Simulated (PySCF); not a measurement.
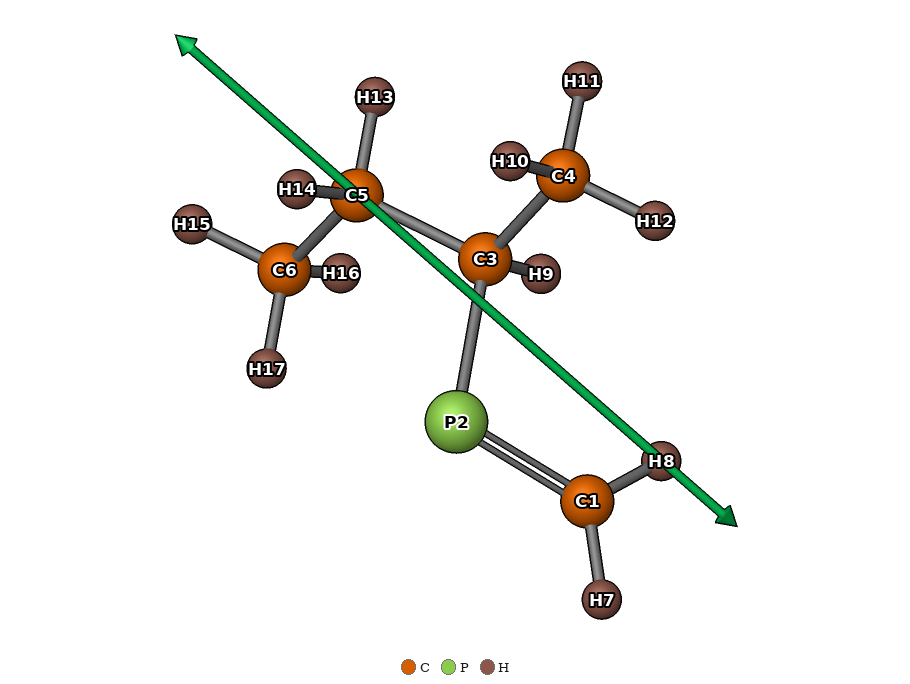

The double arrow shows the direction of the transition dipole to excited singlet state 2 (its length means nothing). The computed structure is the end point of a GFN2-xTB optimisation. No frequency run is at hand to confirm it as a minimum. Properties computed with TDDFT CAM-B3LYP/def2-SVPD, vertical, gas phase, core orbitals frozen in the response (PySCF 2.14.0).

Give its energy, strength and character.

5.62 eV (221 nm), oscillator strength 0.20, mainly HOMO → LUMO (weight 0.72); transition dipole 3.07 D.

The geometry is semi-empirical. Around P such bond lengths and angles can be off by a tenth of an ångström or more and by several degrees, and values that hang on the shape move with them.
